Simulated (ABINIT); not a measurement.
Band structure of C (P6_3/mmc, 4 atoms in the cell).

```
C
1.0
    2.50330     0.00000     0.00000
   -1.25165     2.16792     0.00000
    0.00000     0.00000     4.16897
C
4
Direct
  0.33333   0.66667   0.06281
  0.66667   0.33333   0.93719
  0.66667   0.33333   0.56281
  0.33333   0.66667   0.43719
```

Computed with PBE, PAW (JTH v2.0 PBE PAW) (plane waves; ABINIT).

Settings: pseudos = [C.GGA_PBE-JTH.xml]; ecut = 42 Ry; pawecutdg = 84 Ry; ixc = 11; occopt = 1; ngkpt = 10 10 6; nshiftk = 1; shiftk = 0 0 0; potentials = JTH v2.0 PBE PAW; kptopt = 1; nstep = 60; toldfe1 = 1e-09 Ha; ndtset = 2.

The starting cell comes from a database of computed structures (which also holds hypothetical and non-ambient phases and stackings), without a prior relaxation at this level.

These are the values that this program gave, and no reference: the one-centre exchange-correlation terms come from a truncated expansion.

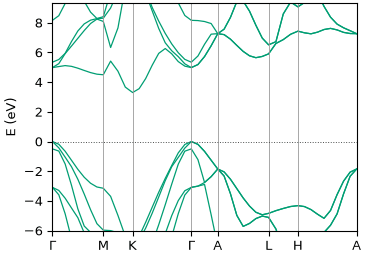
Figure: Bands along the path, energies from the top of the valence band on the SCF mesh.

Q: Read off roughly the gap and where its edges lie.

A: The gap along the path is about 3.3 eV (computed: 3.30 eV), from Γ to K; the smallest direct gap on it is 4.98 eV.

Levels in eV from the top of the valence band on the SCF mesh, bands 5 to 11:
| point | 5 | 6 | 7 | 8 | 9 | 10 | 11 |
|---|---|---|---|---|---|---|---|
| Γ | -3.09 | -0.50 | 0.00 | 0.00 | 4.98 | 4.98 | 5.34 |
| M | -9.28 | -6.47 | -5.97 | -3.15 | 4.50 | 8.09 | 8.31 |
| K | -9.73 | -7.23 | -7.23 | -7.04 | 3.30 | 11.70 | 11.70 |
| A | -1.85 | -1.85 | -1.85 | -1.85 | 7.27 | 7.27 | 7.27 |
| L | -5.11 | -5.11 | -4.84 | -4.84 | 5.90 | 5.90 | 6.51 |
| H | -9.55 | -9.55 | -4.32 | -4.32 | 7.43 | 7.43 | 9.07 |
